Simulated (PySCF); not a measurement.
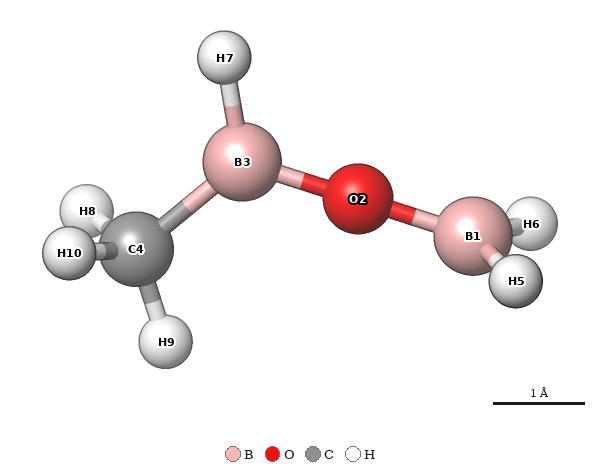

Fig. 1: The structure as given in the input (ball-and-stick view, seen at a tilt; atoms are numbered from 1 in the order of the input).

**Two runs on CH6B2O**

System: CH6B2O.
Method of the first run: GIAO PBE0/6-31G NMR shielding, non-relativistic, gas phase (PySCF 2.14.0).

The geometry comes from this level: PBE0-D3(BJ)/def2-SVP. Text and figures count atoms from 1; the logs count them from 0 in places.

Input file, the first run:
```
{"job": {"kind": "nmr", "xc": "PBE0", "basis": "6-31G", "pop": true}, "charge": 0, "multiplicity": 1}
B      2.231594    -0.387610     0.237608
O      1.056999     0.134421    -0.108633
B     -0.130028     0.651699    -0.462469
C     -1.452259    -0.174274    -0.328057
H      2.614438    -0.251345     1.378302
H      2.874815    -0.982529    -0.598334
H     -0.120371     1.787523    -0.890443
H     -1.922209    -0.280524    -1.321134
H     -1.313819    -1.173830     0.108237
H     -2.180576     0.387229     0.281577
```

The first line tells a small driver script what to run in PySCF; the rest is the geometry in Å.

Command:
```bash
OMP_NUM_THREADS=1 python <driver script> task.json out
```

Hardware: 1 CPU thread, shared host.

Output (the first run):
```
coarse grid: 8064 points
cycle   1  E = -166.4087826347  dE =  2.382e-01  |g| = 5.886e-01  |ddm| = 2.669e+00
cycle   2  E = -166.2806498327  dE =  1.281e-01  |g| = 1.001e+00  |ddm| = 1.062e+00
cycle   3  E = -166.4788491682  dE = -1.982e-01  |g| = 1.039e-01  |ddm| = 7.252e-01
cycle   4  E = -166.4811911416  dE = -2.342e-03  |g| = 2.670e-02  |ddm| = 9.815e-02
cycle   5  E = -166.4813757157  dE = -1.846e-04  |g| = 2.846e-03  |ddm| = 2.573e-02
cycle   6  E = -166.4813783718  dE = -2.656e-06  |g| = 8.404e-04  |ddm| = 4.171e-03
final grid: 77064 points
cycle   7  E = -166.4536014267  dE = -5.025e-06  |g| = 7.005e-03  |ddm| = 1.332e-02
cycle   8  E = -166.4535899515  dE =  1.148e-05  |g| = 1.062e-02  |ddm| = 1.221e-02
cycle   9  E = -166.4536125244  dE = -2.257e-05  |g| = 1.173e-03  |ddm| = 7.339e-03
cycle  10  E = -166.4536128600  dE = -3.356e-07  |g| = 1.591e-04  |ddm| = 1.120e-03
cycle  11  E = -166.4536128661  dE = -6.112e-09  |g| = 3.479e-05  |ddm| = 1.443e-04
cycle  12  E = -166.4536128664  dE = -2.802e-10  |g| = 2.419e-06  |ddm| = 4.591e-05
converged SCF energy = -166.4536128664

GIAO shielding tensors (ppm)
atom      isotropic    diamagn.    paramagn.     s11        s22        s33       span
  0 B       75.533     194.926    -119.393     30.381     77.142    119.075     88.695
  1 O       15.427     400.462    -385.035   -111.729     47.163    110.847    222.576
  2 B       72.789     192.770    -119.981     19.669     83.927    114.771     95.103
  3 C      188.507     251.335     -62.827    172.815    189.545    203.161     30.346
  4 H       26.180      29.441      -3.261     25.944     26.205     26.392      0.449
  5 H       26.180      29.163      -2.983     25.939     26.218     26.383      0.444
  6 H       26.180      29.081      -2.901     24.480     25.366     28.694      4.214
  7 H       31.510      29.463       2.048     28.629     28.969     36.932      8.303
  8 H       31.905      30.834       1.071     28.416     29.951     37.348      8.932
  9 H       31.473      29.654       1.818     28.562     28.975     36.881      8.319
```

The input of the second run differs as follows (lines with − go, lines with + come):
```diff
-"basis": "6-31G"
+"basis": "STO-3G"
```

Predict how the results change.

The total energy of the second run is 1283.8 kcal/mol higher, which measures the change of basis and not a stability. The HOMO goes from −8.47 to −6.72 eV. The LUMO goes from −0.21 to 2.75 eV. The dipole moment goes from 0.83 to 0.68 D. Of all shieldings, the largest change is that of O2, by +138.0 ppm. The number of SCF iterations is the same. The basis functions go from 48 to 26.

Output (the second run):
```
coarse grid: 8064 points
cycle   1  E = -164.3497806832  dE =  2.195e-01  |g| = 4.699e-01  |ddm| = 3.631e+00
cycle   2  E = -164.2097948654  dE =  1.400e-01  |g| = 9.236e-01  |ddm| = 1.456e+00
cycle   3  E = -164.4215740140  dE = -2.118e-01  |g| = 5.420e-02  |ddm| = 8.731e-01
cycle   4  E = -164.4223748683  dE = -8.009e-04  |g| = 1.802e-02  |ddm| = 8.510e-02
cycle   5  E = -164.4224649274  dE = -9.006e-05  |g| = 9.879e-04  |ddm| = 2.094e-02
cycle   6  E = -164.4224652501  dE = -3.226e-07  |g| = 4.028e-04  |ddm| = 2.158e-03
final grid: 77064 points
cycle   7  E = -164.4077497270  dE = -1.307e-06  |g| = 7.620e-03  |ddm| = 1.695e-02
cycle   8  E = -164.4077320167  dE =  1.771e-05  |g| = 1.120e-02  |ddm| = 2.028e-02
cycle   9  E = -164.4077662590  dE = -3.424e-05  |g| = 5.207e-04  |ddm| = 1.200e-02
cycle  10  E = -164.4077663491  dE = -9.008e-08  |g| = 8.626e-05  |ddm| = 7.817e-04
cycle  11  E = -164.4077663512  dE = -2.032e-09  |g| = 2.154e-05  |ddm| = 1.064e-04
cycle  12  E = -164.4077663513  dE = -1.259e-10  |g| = 1.279e-06  |ddm| = 2.579e-05
converged SCF energy = -164.4077663513

GIAO shielding tensors (ppm)
atom      isotropic    diamagn.    paramagn.     s11        s22        s33       span
  0 B       88.430     199.322    -110.892     54.275     77.580    133.434     79.159
  1 O      153.430     384.870    -231.439    -60.339    241.848    278.782    339.122
  2 B       85.238     199.202    -113.964     41.665     86.360    127.690     86.025
  3 C      224.283     245.337     -21.054    213.317    227.911    231.621     18.304
  4 H       27.498      30.840      -3.342     27.252     27.445     27.798      0.546
  5 H       27.498      30.443      -2.945     27.249     27.455     27.790      0.541
  6 H       27.393      30.911      -3.518     25.739     26.544     29.895      4.156
  7 H       31.716      29.427       2.289     27.816     28.536     38.795     10.979
  8 H       31.907      31.128       0.779     27.393     29.599     38.730     11.338
  9 H       31.666      29.741       1.925     27.730     28.564     38.704     10.974
```

The two runs side by side:

```tsv
quantity	the first run	the second run
outcome	converged	converged
total energy (hartree)	−166.453613	−164.407766
HOMO (eV)	−8.47	−6.72
LUMO (eV)	−0.21	2.75
dipole moment (D)	0.83	0.68
shielding of B1 (ppm)	75.5	88.4
shielding of O2 (ppm)	15.4	153.4
shielding of B3 (ppm)	72.8	85.2
shielding of C4 (ppm)	188.5	224.3
shielding of H5 (ppm)	26.2	27.5
shielding of H6 (ppm)	26.2	27.5
shielding of H7 (ppm)	26.2	27.4
SCF iterations	12	12
basis functions	48	26
wall time (shared host)	3.1 s	1.7 s
```
